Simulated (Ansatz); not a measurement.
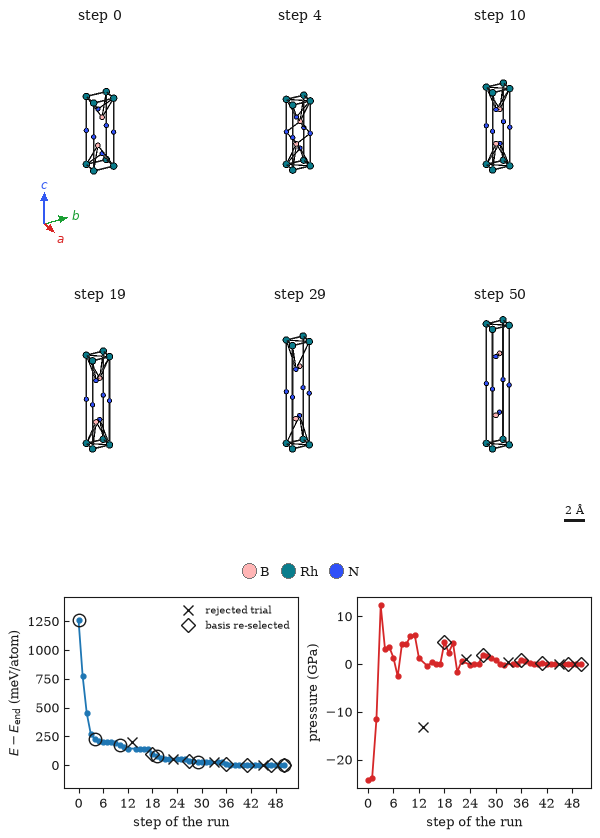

Frames of a relaxation of crystalline B₂RhN₃ (built on the K2NaCl3-164 type type), marked on the history of the run. A ball-and-stick model of the cell of the calculation, seen slightly off an axis.

Computed with Ansatz 0.2.0, DFT, PBEsol, plane waves, PAW.

Input
```yaml
crystal:
  lattice:
    - [2.96369389, 0.0, 0.0]
    - [-1.48184695, 2.5666342, 0.0]
    - [0.0, 0.0, 7.33000533]
  atoms:
    - { symbol: B, position: [0.33333333, 0.66666667, 0.67902339] }
    - { symbol: B, position: [0.66666667, 0.33333333, 0.32097661] }
    - { symbol: Rh, position: [0.0, 0.0, 0.0] }
    - { symbol: "N", position: [0.33333333, 0.66666667, 0.1429916] }
    - { symbol: "N", position: [0.66666667, 0.33333333, 0.8570084] }
    - { symbol: "N", position: [0.0, 0.0, 0.5] }
kpoints:
  mp_grid: { grid: [9, 9, 4] }
hamiltonian:
  xc: pbesol
scf:
  occupations: { method: fermi_dirac, width: 0.03 }
relax:
  f_tol: 0.01
  cell: {}
  max_steps: 120
```

Launched with:
```bash
ansatz run input.yaml --threads 2 --pin off --max-ram 2211MiB --backend cpu --events-out ev --progress --plain --runs-dir out
```

Q: What happens along the run?

A: The largest moves relative to the cell, 1.43 Å, are those of N4 and N5. N4 goes along +c. By element the largest moves are N 1.43 Å, B 0.86 Å. Rh stays in place. Cell: a = b 2.964 → 2.478 Å (−16.4 %), c 7.330 → 12.897 Å (+75.9 %). Volume +23.0 %. Among the contacts that change: Rh3–N4 2.007 → 3.574 Å, B1–N6 2.156 → 3.473 Å, B1–N5 2.152 → 1.431 Å, B1–Rh3 2.909 → 3.582 Å. New bonds form, among them: B1–N5 (2.15 → 1.43 Å), B2–N4 (2.15 → 1.43 Å). Bonds break, among them: Rh3–N4 (2.01 → 3.57 Å), Rh3–N5 (2.01 → 3.57 Å). The space group stays P-3m1 (No. 164). After 40 accepted moves (50 points after the start) the energy has fallen by 1261 meV per atom. The largest force component goes from 3.9 to 0.00021 eV/Å. Pressure: −24.21 GPa at the start and 0.00 GPa at the end. The line search rejected the trial steps at points 13, 23, 33, 45 of the run. The SCF was repeated 6 times at an unchanged geometry on a basis and grid sized afresh for the cell, which shifted the energy by 42.8 meV per atom at most. From step 0 to 4: N atoms move most (0.64 Å), volume −26.9 %, energy −1032 meV per atom. From step 4 to 10: B atoms move most (0.45 Å), volume +13.6 %, energy −52.6 meV per atom. From step 10 to 19: B atoms move most (0.28 Å), volume +12.7 %, energy −96.7 meV per atom. From step 19 to 29: B atoms move most (0.08 Å), volume +14.4 %, energy −51.8 meV per atom. From step 29 to 50: B atoms move most (0.09 Å), volume +14.8 %, energy −28.0 meV per atom.

```csv
step,"E − E(0), meV/atom","largest force component, eV/Å","pressure, GPa","volume, Å³/atom",note
0,0.00,3.8561,-24.21,9.293,
1,-486.17,3.5749,-23.75,8.289,
2,-808.82,2.9401,-11.56,7.375,
3,-992.90,1.2783,12.29,6.634,
4,-1032.10,0.8375,3.27,6.795,
5,-1047.79,0.5377,3.63,6.841,
6,-1056.41,0.1878,1.34,6.986,
7,-1061.21,0.1854,-2.57,7.149,
8,-1062.98,0.4021,4.20,7.356,
9,-1069.60,0.1667,4.15,7.475,
10,-1084.68,0.1733,5.86,7.720,
12,-1116.06,0.1920,1.23,8.318,
14,-1117.31,0.0498,-0.39,8.430,
16,-1117.68,0.0183,0.01,8.398,
18,-1160.54,0.0059,4.58,8.395,"same geometry, new basis"
21,-1203.49,0.0846,-1.63,9.304,
23,-1203.67,0.2319,1.06,9.395,rejected
25,-1204.97,0.0036,-0.01,9.385,
27,-1220.95,0.0029,1.93,9.382,"same geometry, new basis"
29,-1233.25,0.0332,1.25,9.953,
31,-1237.17,0.0193,0.07,10.548,
33,-1237.00,0.0631,0.36,10.528,rejected
35,-1237.47,0.0001,0.00,10.523,
37,-1256.40,0.0107,0.69,10.754,
39,-1256.99,0.0277,0.01,11.158,
42,-1260.71,0.0009,0.07,11.298,
44,-1260.48,0.0033,0.01,11.378,
46,-1260.49,0.0007,0.00,11.376,
48,-1261.14,0.0107,0.01,11.425,
50,-1261.30,0.0002,0.00,11.430,"same geometry, new basis"
```
